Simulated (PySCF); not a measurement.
# C7H9N (1-cyanocyclohexene): levels of theory compared

Aim: a comparison of 6 runs (B2PLYP/def2-SVP, BHLYP/def2-SVP, CAM-B3LYP/def2-SVP, M06-2X/def2-SVP, PBE0/def2-SVP, wB97X/def2-SVP) of C7H9N (1-cyanocyclohexene). The job is set up through a Python script.

The results are computed with PySCF 2.14.0.

### 1 The structure to begin with

The species is C7H9N (17 atoms), meant as a singlet with charge 0. As SMILES, `N#CC1=CCCCC1`. The coordinates come from a PBE0-D4/def2-TZVP relaxation. This is one conformer, not always the lowest.

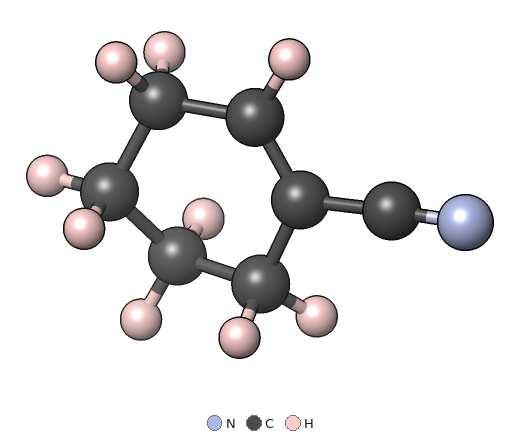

The structure, seen from a chosen angle (nitrogen light blue, carbon dark grey, hydrogen pink).

### 2 The energy at B2PLYP/def2-SVP (run 1)

Input file run.py:

```python
# 1-cyanocyclohexene
from pyscf import gto, dft, mp

system = gto.M(
    atom=[
    ('N', (2.395290, -2.315350, 1.941310)),
    ('C', (1.726310, -1.601700, 1.331360)),
    ('C', (0.859720, -0.736950, 0.599740)),
    ('C', (1.376050, 0.133270, -0.274480)),
    ('C', (0.547300, 1.097200, -1.052030)),
    ('C', (-0.875860, 1.201980, -0.522650)),
    ('C', (-1.437880, -0.176580, -0.213090)),
    ('C', (-0.616760, -0.869020, 0.863640)),
    ('H', (2.450330, 0.145930, -0.429810)),
    ('H', (0.543470, 0.784200, -2.105160)),
    ('H', (1.037400, 2.076460, -1.044980)),
    ('H', (-1.506930, 1.724730, -1.245280)),
    ('H', (-0.877280, 1.804820, 0.392310)),
    ('H', (-2.480600, -0.107210, 0.105780)),
    ('H', (-1.425520, -0.785040, -1.124330)),
    ('H', (-0.875220, -1.929680, 0.926700)),
    ('H', (-0.839820, -0.447080, 1.850940)),
],
    basis='def2-svp',
    verbose=3,
    max_memory=1860,
    charge=0,
    spin=0,
)

mf = dft.RKS(system)
mf.xc = '0.53*HF + 0.47*B88, 0.73*LYP'
mf.conv_tol = 1e-10
mf.grids.level = 5
mf.kernel()
if not mf.converged:
    mf = mf.newton().run(mf.mo_coeff, mf.mo_occ)

pt = mp.MP2(mf, frozen=8).run()
e_tot = mf.e_tot + 0.27 * pt.e_corr
print('PT2 part  %.8f' % (0.27 * pt.e_corr))
print('Final energy', e_tot)
```

On the command line:

```sh
$ OMP_NUM_THREADS=1 python run.py
```

Standard output:

```text
converged SCF energy = -325.928771207644
E(RMP2) = -327.2784616897  E_corr = -1.3496904820558
E(SCS-RMP2) = -327.25467893445  E_corr = -1.32590772680639
PT2 part  -0.36441643
Final energy -326.2931876377991
```

Wall time 65 s (1 thread of Intel Xeon at 2.70GHz, shared host); peak memory 1.2 GiB.

### 3 A single-point energy at BHLYP/def2-SVP (run 2)

Input file calc.py:

```python
from pyscf import gto, dft

mol = gto.M(
    atom='''
N      4.526442    -4.375377     3.668544
C      3.262253    -3.026774     2.515906
C      1.624635    -1.392634     1.133344
C      2.600358     0.251844    -0.518692
C      1.034247     2.073408    -1.988049
C     -1.655136     2.271413    -0.987665
C     -2.717199    -0.333688    -0.402682
C     -1.165507    -1.642210     1.632043
H      4.630453     0.275768    -0.812223
H      1.027009     1.481923    -3.978176
H      1.960402     3.923941    -1.974726
H     -2.847685     3.259267    -2.353238
H     -1.657819     3.410616     0.741358
H     -4.687655    -0.202598     0.199895
H     -2.693842    -1.483511    -2.124676
H     -1.653926    -3.646567     1.751209
H     -1.587030    -0.844859     3.497770
''',
    verbose=4,
    charge=0,
    basis='def2-svp',
    unit='bohr',
    max_memory=1860,
)

myscf = dft.RKS(mol, xc='bhandhlyp')
myscf.grids.level = 5
myscf.conv_tol = 1e-10
myscf.kernel()
if not myscf.converged:
    myscf = myscf.newton().run(myscf.mo_coeff, myscf.mo_occ)

etot = myscf.e_tot
print('E = %.10f Eh' % etot)
```

On the command line:

```sh
$ OMP_NUM_THREADS=1 python calc.py
```

Standard output:

```text
PySCF version 2.14.0

[... 87 lines left out ...]
converged SCF energy = -326.449446917112
E = -326.4494469171 Eh
```

It took 72 s on 1 thread of Intel Xeon at 2.70GHz, shared host; peak memory 1.2 GiB.

Runs 3 to 5 aren't shown in full; the table further down has their settings and results.

### 4 The energy at wB97X/def2-SVP (run 6)

Input file input.py:

```python
from pyscf import gto, dft

mol = gto.Mole()
mol.atom = '''
N      2.395290    -2.315350     1.941310
C      1.726310    -1.601700     1.331360
C      0.859720    -0.736950     0.599740
C      1.376050     0.133270    -0.274480
C      0.547300     1.097200    -1.052030
C     -0.875860     1.201980    -0.522650
C     -1.437880    -0.176580    -0.213090
C     -0.616760    -0.869020     0.863640
H      2.450330     0.145930    -0.429810
H      0.543470     0.784200    -2.105160
H      1.037400     2.076460    -1.044980
H     -1.506930     1.724730    -1.245280
H     -0.877280     1.804820     0.392310
H     -2.480600    -0.107210     0.105780
H     -1.425520    -0.785040    -1.124330
H     -0.875220    -1.929680     0.926700
H     -0.839820    -0.447080     1.850940
'''
mol.basis = 'def2-svp'
mol.max_memory = 1860
mol.verbose = 3
mol.spin = 0
mol.build()

myscf = dft.RKS(mol)
myscf.xc = 'wb97x'
myscf.grids.level = 5
myscf.conv_tol = 1e-10
myscf.kernel()
if not myscf.converged:
    myscf = myscf.newton().run(myscf.mo_coeff, myscf.mo_occ)

e_tot = myscf.e_tot
print('E(%s) = %.9f' % ('WB97X', e_tot))
```

On the command line:

```sh
$ OMP_NUM_THREADS=1 python input.py
```

Standard output:

```text
converged SCF energy = -326.571416639526
E(WB97X) = -326.571416640
```

It took 2 min on 1 thread of Intel Xeon at 2.70GHz, shared host; peak memory 1.2 GiB.

### 5 The series

| run | level | frozen core orbitals | energy (Eh) | dipole moment (D) | HOMO energy (eV) | LUMO energy (eV) | wall time |
| --- | --- | --- | --- | --- | --- | --- | --- |
| 1 | B2PLYP/def2-SVP | 8 | -326.293188 | 4.71 | -8.35 | 0.56 | 65 s |
| 2 | BHLYP/def2-SVP | – | -326.449447 | 4.71 | -8.44 | 0.22 | 72 s |
| 3 | CAM-B3LYP/def2-SVP | – | -326.466338 | 4.57 | -8.71 | 0.30 | 2.4 min |
| 4 | M06-2X/def2-SVP | – | -326.499585 | 4.58 | -8.64 | 0.01 | 2.2 min |
| 5 | PBE0/def2-SVP | – | -326.265735 | 4.66 | -7.48 | -0.91 | 70 s |
| 6 | wB97X/def2-SVP | – | -326.571417 | 4.61 | -9.74 | 1.27 | 2 min |

### 6 Outcome

| quantity | value |
| --- | --- |
| run 6: total energy | -326.57142 Eh |
| run 6: dipole moment | 4.61 D |
| run 6: HOMO energy | -9.74 eV |
| run 6: LUMO energy | 1.27 eV |
| run 6: HOMO–LUMO gap | 11.00 eV |

What this shows: The dipole moment (its size) runs from 4.57 D (CAM-B3LYP/def2-SVP) to 4.71 D (BHLYP/def2-SVP). The HOMO–LUMO gap runs from 6.57 eV (PBE0/def2-SVP) to 11.00 eV (wB97X/def2-SVP). Totals of different functionals can't be ranked against each other. All runs together took 10 min, the longest 2.4 min.
